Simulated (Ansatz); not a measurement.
**Geometry relaxation of GeSiH8**

GeSiH8, computed with RKS CAM-B3LYP/def2-SVP (Ansatz 0.2.0).

It belongs to a series of runs on one base structure; here: end point A relaxed.

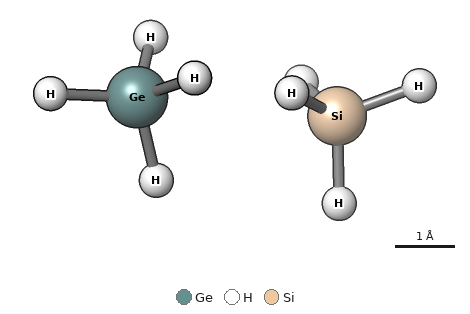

*The starting structure (ball-and-stick view, seen at a tilt). Sticks mark near contacts.*

Bond lengths as drawn: Ge–H 1.53 to 1.54 Å and H–Si 1.47 to 1.49 Å.

## Summary

| quantity | value |
| --- | --- |
| outcome | converged |
| total energy | −64518.8380 eV |
| mean-field energy | −64518.8380 eV |
| largest force (length of the vector) at the end | 0.041 eV/Å |
| hardware | 4 threads of AMD EPYC (Zen 3), 32 GiB of memory available, shared host |
| wall time | 13 s (CPU time 43 s) |
| peak memory | 0.23 GiB |

## The input
```yaml
crystal:
  periodic: [false, false, false]
  atoms:
    - { symbol: Ge, position_ang: [0.3826, -0.012277, -0.14706] }
    - { symbol: H, position_ang: [0.423744, 0.00115, 1.393442] }
    - { symbol: H, position_ang: [1.788805, 0.071887, -0.759312] }
    - { symbol: H, position_ang: [-0.456627, 1.189499, -0.602424] }
    - { symbol: H, position_ang: [-0.3017, -1.309259, -0.595693] }
    - { symbol: Si, position_ang: [-2.8086, 0.012756, 1.352679] }
    - { symbol: H, position_ang: [-3.006645, -0.88871, 0.184735] }
    - { symbol: H, position_ang: [-3.679142, -0.449111, 2.474337] }
    - { symbol: H, position_ang: [-3.196755, 1.398542, 0.973701] }
    - { symbol: H, position_ang: [-1.408882, -0.014477, 1.798394] }
basis:
  gaussian: { orbitals: def2-SVP }
hamiltonian:
  xc: cam_b3lyp
relax:
  f_tol: 0.03
  max_steps: 50
```

Launch command:
```bash
ansatz run input.yaml --threads 4 --pin off --max-ram 5120MiB --backend cpu --events-out ev --progress --plain --runs-dir out
```

## The program's output
```
The last accepted step is kept in [file] (removed where the run ends without a failure and the disk answers)
Engine: ansatz 0.2.0, x86_64-unknown-linux-gnu
Functional definition: CAM-B3LYP
  parameter alpha = 0.19
  parameter beta = 0.46
  parameter omega = 0.33/bohr
  parameter ac = 0.81
  exchange = (1 - alpha - beta)*b88_x + beta*b88_x_sr(omega) + alpha*exact_x + beta*exact_x_lr(omega)
  correlation = (1 - ac)*vwn5_c + ac*lyp_c
962 factors; integrals over basis functions are off by at most 6.1e-4 eV
337 factors; integrals over basis functions are off by at most 1.2e-6 eV
mean field evaluation 1: about -64518.2948 eV, gradient 1.5e1 eV
mean field evaluation 2: about -64518.4510 eV, gradient 1.3e1 eV
mean field evaluation 4: about -64518.5830 eV, gradient 1.6e-1 eV
mean field evaluation 8: about -64518.5828 eV, gradient 9.4e-4 eV
mean field -64518.58275831 eV, -2371.0141841017 hartree, gradient 1.3e-5 eV, S^2 0.000000; 0 other end points of the search recorded, 0 dependent functions left out
the calculation of the forces begins
reference -64518.58289456 eV, -2371.0141891089 hartree; 27, 27 occupied and 63, 63 virtual orbitals, 962 factors
relax step   1: F+E_penalty+E_count = -64518.58275831 eV  Δ(F+E_penalty+E_count) = +0.000e0 eV  max|allowed force component| = 7.208e-1 eV/Å  Δτ_max = 0.0000 Å  (20 SCF iters, accepted)
these checks for a lower state are left out or cut short: starts, cluster_reference, orbital_swaps, neighbouring_geometries, increment
962 factors; integrals over basis functions are off by at most 6.1e-4 eV
337 factors; integrals over basis functions are off by at most 1.2e-6 eV
mean field evaluation 16: about -64518.7318 eV, gradient 2.8e-5 eV
mean field -64518.73176259 eV, -2371.0196599082 hartree, gradient 2.8e-5 eV, S^2 0.000000; 0 other end points of the search recorded, 0 dependent functions left out
[... from here on the field's lines of each further geometry are left out, up to the last ...]
relax step   2: F+E_penalty+E_count = -64518.73176259 eV  Δ(F+E_penalty+E_count) = -1.490e-1 eV  max|allowed force component| = 1.677e-1 eV/Å  Δτ_max = 0.1946 Å  (21 SCF iters, accepted)
relax step   3: F+E_penalty+E_count = -64518.81457070 eV  Δ(F+E_penalty+E_count) = -8.281e-2 eV  max|allowed force component| = 1.778e-1 eV/Å  Δτ_max = 0.2000 Å  (22 SCF iters, accepted)
relax step   4: F+E_penalty+E_count = -64518.83177060 eV  Δ(F+E_penalty+E_count) = -1.720e-2 eV  max|allowed force component| = 5.377e-2 eV/Å  Δτ_max = 0.2000 Å  (21 SCF iters, accepted)
relax step   5: F+E_penalty+E_count = -64518.83521973 eV  Δ(F+E_penalty+E_count) = -3.449e-3 eV  max|allowed force component| = 9.072e-2 eV/Å  Δτ_max = 0.1202 Å  (21 SCF iters, accepted)
relax step   6: F+E_penalty+E_count = -64518.83646973 eV  Δ(F+E_penalty+E_count) = -1.250e-3 eV  max|allowed force component| = 8.280e-2 eV/Å  Δτ_max = 0.0965 Å  (21 SCF iters, accepted)
relax step   7: F+E_penalty+E_count = -64518.83687493 eV  Δ(F+E_penalty+E_count) = -4.052e-4 eV  max|allowed force component| = 4.733e-2 eV/Å  Δτ_max = 0.0447 Å  (22 SCF iters, accepted)
relax step   8: F+E_penalty+E_count = -64518.83721685 eV  Δ(F+E_penalty+E_count) = -3.419e-4 eV  max|allowed force component| = 2.684e-2 eV/Å  Δτ_max = 0.0563 Å  (21 SCF iters, accepted)
relax step   9: F+E_penalty+E_count = -64518.83744802 eV  Δ(F+E_penalty+E_count) = -2.312e-4 eV  max|allowed force component| = 5.183e-2 eV/Å  Δτ_max = 0.0431 Å  (21 SCF iters, accepted)
relax step  10: F+E_penalty+E_count = -64518.83764199 eV  Δ(F+E_penalty+E_count) = -1.940e-4 eV  max|allowed force component| = 2.411e-2 eV/Å  Δτ_max = 0.0273 Å  (20 SCF iters, accepted)
the calculation of the forces begins
reference -64518.83797004 eV, -2371.0235629600 hartree; 27, 27 occupied and 63, 63 virtual orbitals, 962 factors
relax step  11: F+E_penalty+E_count = -64518.83782307 eV  Δ(F+E_penalty+E_count) = -1.811e-4 eV  max|allowed force component| = 2.908e-2 eV/Å  Δτ_max = 0.0699 Å  (20 SCF iters, accepted)
962 factors; integrals over basis functions are off by at most 5.6e-4 eV
337 factors; integrals over basis functions are off by at most 1.5e-6 eV
mean field evaluation 64: about -64518.8378 eV, gradient 6.3e-6 eV
```

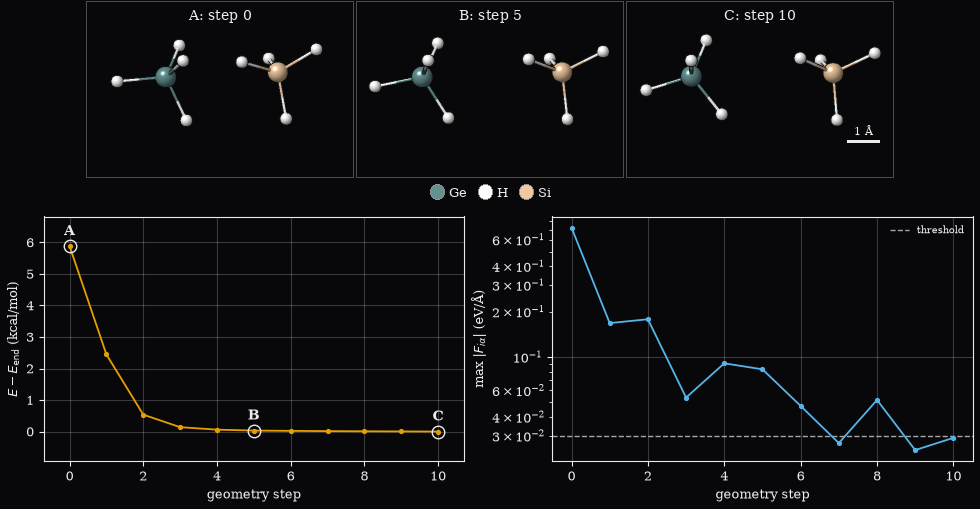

*Frames of the relaxation (ball-and-stick view, seen at a tilt) above the curves, on which the letters mark them (the first geometry is step 0 here and step 1 in the log).*

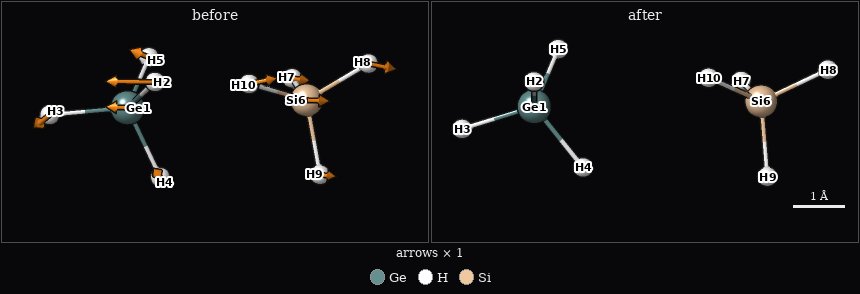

*Before (left) and after (right) the relaxation, at one scale (ball-and-stick view, seen at a tilt). The orange arrows give the displacements, at true length.*

The energy falls by 5.88 kcal/mol in 10 geometry steps. Largest force component: 0.72 eV/Å at the start, 0.029 eV/Å at the end. H2 moves most after the best rigid fit: 1.01 Å. By element the largest moves are H 1.01 Å, Si 0.49 Å, Ge 0.46 Å. Distances before and after: Si6–H10 1.469 → 1.488 Å, Ge1–H2 1.541 → 1.534 Å. Among the angles that change: H2–Ge1–H3 111.9° → 109.4°. (Atoms are counted from 1 in the order of the input.)

```
mean field -64518.83782307 eV, -2371.0235575589 hartree, gradient 6.3e-6 eV, S^2 0.000000; 1 other end points of the search recorded, 0 dependent functions left out
the calculation of the forces begins
reference -64518.83797004 eV, -2371.0235629600 hartree; 27, 27 occupied and 63, 63 virtual orbitals, 962 factors
Total energy: -64518.83797004 eV, -2371.0235629600 hartree
Atom 0 at     0.821077    -0.031401    -0.276964 Å, force    -0.003852     0.021281    -0.005807 eV/Å
Atom 1 at     1.408847     0.017715     1.139539 Å, force    -0.014207     0.001633    -0.017977 eV/Å
Atom 2 at     1.941621     0.192141    -1.302646 Å, force    -0.027351    -0.009330     0.016669 eV/Å
Atom 3 at    -0.239000     1.069775    -0.431567 Å, force     0.029076    -0.027641     0.006603 eV/Å
Atom 4 at     0.168626    -1.399614    -0.514597 Å, force     0.013747     0.014524     0.000282 eV/Å
Atom 5 at    -3.273198     0.030622     1.491128 Å, force    -0.003626     0.001865     0.008387 eV/Å
Atom 6 at    -3.369079    -0.841758     0.290563 Å, force     0.002206     0.000199    -0.003130 eV/Å
Atom 7 at    -4.292373    -0.388022     2.490939 Å, force     0.004867     0.002038    -0.003712 eV/Å
Atom 8 at    -3.514083     1.445088     1.099128 Å, force     0.004041    -0.003115    -0.000106 eV/Å
Atom 9 at    -1.915640    -0.094547     2.087275 Å, force    -0.004901    -0.001455    -0.001209 eV/Å
Dipole moment:    -0.000269    -0.001949     0.001018 e Å
```

## Trajectory as extended XYZ (Å, eV, eV/Å), 11 frames, from step=1 to step=11
```
10
Properties=species:S:1:pos:R:3:forces:R:3 step=1 energy=-64518.58276
Ge    0.3826   -0.0123   -0.1471    0.3308  -0.0185   0.0799
H     0.4237    0.0011    1.3934    0.4410   0.0026  -0.3283
H     1.7888    0.0719   -0.7593   -0.0189   0.0100  -0.0005
H    -0.4566    1.1895   -0.6024   -0.0005  -0.0126  -0.0151
H    -0.3017   -1.3093   -0.5957    0.0304   0.0113  -0.0151
Si   -2.8086    0.0128    1.3527   -0.7208  -0.0265   0.1752
H    -3.0066   -0.8887    0.1847    0.0377   0.0239   0.0246
H    -3.6791   -0.4491    2.4743    0.0042   0.0264  -0.0731
H    -3.1968    1.3985    0.9737    0.0239  -0.0012  -0.0048
H    -1.4089   -0.0145    1.7984   -0.1278  -0.0154   0.1572
10
Properties=species:S:1:pos:R:3:forces:R:3 step=2 energy=-64518.73176
Ge    0.4733   -0.0137   -0.1868   -0.0579   0.0087   0.0732
H     0.6105    0.0017    1.3387    0.1320  -0.0026  -0.0548
H     1.8633    0.0771   -0.8140    0.0575   0.0075  -0.1373
H    -0.4052    1.1745   -0.6155    0.1004  -0.0162   0.0017
H    -0.2443   -1.3026   -0.6127    0.1033  -0.0011  -0.0072
Si   -2.9284    0.0138    1.3907   -0.0927  -0.0041  -0.0350
H    -3.0590   -0.8845    0.2098   -0.0713   0.0178   0.0593
H    -3.7826   -0.4561    2.5099   -0.1677   0.0237  -0.0367
H    -3.2578    1.4085    0.9912   -0.0987  -0.0252   0.0387
H    -1.5329   -0.0186    1.8614    0.0950  -0.0085   0.0981
10
Properties=species:S:1:pos:R:3:forces:R:3 step=3 energy=-64518.81457
Ge    0.6318   -0.0143   -0.2542   -0.0728   0.0078   0.0250
H     0.7799    0.0003    1.2715    0.0752  -0.0026  -0.0314
H     2.0061    0.0796   -0.9214    0.0438   0.0107  -0.0226
H    -0.2361    1.1802   -0.6797    0.0311  -0.0271  -0.0013
H    -0.0617   -1.3150   -0.6806    0.0175   0.0099  -0.0004
Si   -3.0756    0.0144    1.4662   -0.1778  -0.0035   0.0466
H    -3.2293   -0.8832    0.2917    0.0072  -0.0178  -0.0133
H    -3.9750   -0.4430    2.5628    0.0057   0.0254  -0.0459
H    -3.4278    1.4044    1.0714   -0.0052   0.0024   0.0106
H    -1.6755   -0.0235    1.9452    0.0753  -0.0053   0.0328
10
Properties=species:S:1:pos:R:3:forces:R:3 step=4 energy=-64518.83177
Ge    0.7062   -0.0169   -0.2798    0.0538  -0.0040   0.0207
H     0.9754   -0.0032    1.2299    0.0098  -0.0012  -0.0187
H     2.0359    0.0983   -1.0375   -0.0204  -0.0018  -0.0026
H    -0.1963    1.1667   -0.6461   -0.0133   0.0164  -0.0041
H     0.0064   -1.3256   -0.6629    0.0004  -0.0105  -0.0026
Si   -3.1607    0.0163    1.4943    0.0164   0.0022  -0.0329
H    -3.2703   -0.8818    0.3125   -0.0041   0.0094   0.0171
H    -4.1045   -0.4313    2.5508   -0.0290  -0.0033   0.0139
H    -3.4834    1.4104    1.0881   -0.0082  -0.0046   0.0062
H    -1.7719   -0.0330    2.0237   -0.0054  -0.0026   0.0031
10
Properties=species:S:1:pos:R:3:forces:R:3 step=5 energy=-64518.83522
Ge    0.7525   -0.0176   -0.2870   -0.0907   0.0035  -0.0074
H     1.0933   -0.0017    1.2065    0.0148   0.0047   0.0107
H     2.0346    0.1103   -1.1126    0.0512   0.0106  -0.0283
H    -0.1847    1.1562   -0.6114    0.0286  -0.0312   0.0157
H     0.0495   -1.3357   -0.6372    0.0086   0.0116   0.0080
Si   -3.2023    0.0181    1.5026   -0.0275  -0.0005   0.0215
H    -3.3006   -0.8758    0.3190   -0.0031  -0.0098  -0.0124
H    -4.1727   -0.4234    2.5415    0.0127   0.0077  -0.0150
H    -3.5094    1.4152    1.0957    0.0008   0.0029   0.0018
H    -1.8234   -0.0455    2.0556    0.0047   0.0005   0.0055
10
Properties=species:S:1:pos:R:3:forces:R:3 step=6 energy=-64518.83647
Ge    0.7840   -0.0203   -0.2934   -0.0828   0.0275   0.0075
H     1.1877    0.0005    1.1863   -0.0003   0.0010  -0.0192
H     2.0321    0.1231   -1.1704    0.0208   0.0018  -0.0146
H    -0.1775    1.1466   -0.5783    0.0471  -0.0576   0.0188
H     0.0794   -1.3460   -0.6145    0.0191   0.0266   0.0087
Si   -3.2342    0.0195    1.5081   -0.0118  -0.0015   0.0229
H    -3.3219   -0.8722    0.3215   -0.0010  -0.0039  -0.0068
H    -4.2230   -0.4168    2.5318    0.0160   0.0055  -0.0138
H    -3.5269    1.4196    1.1004    0.0035   0.0001  -0.0004
H    -1.8628   -0.0540    2.0813   -0.0105   0.0005  -0.0032
10
Properties=species:S:1:pos:R:3:forces:R:3 step=7 energy=-64518.83688
Ge    0.7972   -0.0210   -0.2955   -0.0289   0.0218   0.0099
H     1.2313    0.0013    1.1768   -0.0058   0.0013  -0.0364
H     2.0286    0.1297   -1.1986   -0.0139   0.0013   0.0105
H    -0.1762    1.1397   -0.5589    0.0379  -0.0473   0.0118
H     0.0967   -1.3517   -0.6026    0.0118   0.0223   0.0061
Si   -3.2486    0.0207    1.5099   -0.0076  -0.0017   0.0078
H    -3.3329   -0.8698    0.3216    0.0008   0.0008  -0.0017
H    -4.2441   -0.4133    2.5268    0.0070   0.0016  -0.0040
H    -3.5343    1.4222    1.1024    0.0034   0.0005  -0.0015
H    -1.8810   -0.0578    2.0910   -0.0047  -0.0005  -0.0026
10
Properties=species:S:1:pos:R:3:forces:R:3 step=8 energy=-64518.83722
Ge    0.8105   -0.0243   -0.2946    0.0208   0.0207   0.0037
H     1.2861    0.0036    1.1642   -0.0151  -0.0036  -0.0249
H     2.0182    0.1442   -1.2276   -0.0268  -0.0120   0.0116
H    -0.1793    1.1240   -0.5332    0.0059  -0.0057   0.0087
H     0.1138   -1.3592   -0.5852    0.0140   0.0002   0.0033
Si   -3.2641    0.0226    1.5096    0.0108   0.0008  -0.0008
H    -3.3454   -0.8646    0.3186   -0.0048   0.0003   0.0010
H    -4.2647   -0.4089    2.5221   -0.0007   0.0024  -0.0046
H    -3.5387    1.4267    1.1028   -0.0024  -0.0023   0.0022
H    -1.8995   -0.0640    2.0962   -0.0016  -0.0006   0.0000
10
Properties=species:S:1:pos:R:3:forces:R:3 step=9 energy=-64518.83745
Ge    0.8195   -0.0238   -0.2930    0.0518  -0.0132   0.0061
H     1.3280    0.0050    1.1542   -0.0038   0.0056  -0.0170
H     2.0020    0.1536   -1.2565   -0.0288   0.0048   0.0211
H    -0.1885    1.1121   -0.5028   -0.0103   0.0080  -0.0047
H     0.1388   -1.3697   -0.5662   -0.0115  -0.0055  -0.0034
Si   -3.2735    0.0248    1.5070    0.0077   0.0021  -0.0024
H    -3.3585   -0.8591    0.3137   -0.0003   0.0017   0.0017
H    -4.2798   -0.4031    2.5152   -0.0015   0.0002   0.0003
H    -3.5402    1.4314    1.1036    0.0014  -0.0029   0.0013
H    -1.9109   -0.0712    2.0974   -0.0048  -0.0008  -0.0031
10
Properties=species:S:1:pos:R:3:forces:R:3 step=10 energy=-64518.83764
Ge    0.8222   -0.0267   -0.2880    0.0241   0.0017  -0.0054
H     1.3532    0.0090    1.1506   -0.0001  -0.0002  -0.0147
H     1.9844    0.1650   -1.2726   -0.0180  -0.0010   0.0211
H    -0.2005    1.0997   -0.4816   -0.0061   0.0021  -0.0012
H     0.1479   -1.3781   -0.5520   -0.0026  -0.0027   0.0019
Si   -3.2743    0.0265    1.5028   -0.0025   0.0019   0.0016
H    -3.3632   -0.8544    0.3077    0.0033   0.0013  -0.0008
H    -4.2849   -0.3986    2.5080    0.0020  -0.0003   0.0013
H    -3.5348    1.4351    1.1027    0.0048  -0.0016  -0.0004
H    -1.9132   -0.0774    2.0953   -0.0048  -0.0011  -0.0034
10
Properties=species:S:1:pos:R:3:forces:R:3 step=11 energy=-64518.83782
Ge    0.8211   -0.0314   -0.2770   -0.0039   0.0213  -0.0058
H     1.4088    0.0177    1.1395   -0.0142   0.0016  -0.0180
H     1.9416    0.1921   -1.3026   -0.0274  -0.0093   0.0167
H    -0.2390    1.0698   -0.4316    0.0291  -0.0276   0.0066
H     0.1686   -1.3996   -0.5146    0.0137   0.0145   0.0003
Si   -3.2732    0.0306    1.4911   -0.0036   0.0019   0.0084
H    -3.3691   -0.8418    0.2906    0.0022   0.0002  -0.0031
H    -4.2924   -0.3880    2.4909    0.0049   0.0020  -0.0037
H    -3.5141    1.4451    1.0991    0.0040  -0.0031  -0.0001
H    -1.9156   -0.0945    2.0873   -0.0049  -0.0015  -0.0012
```
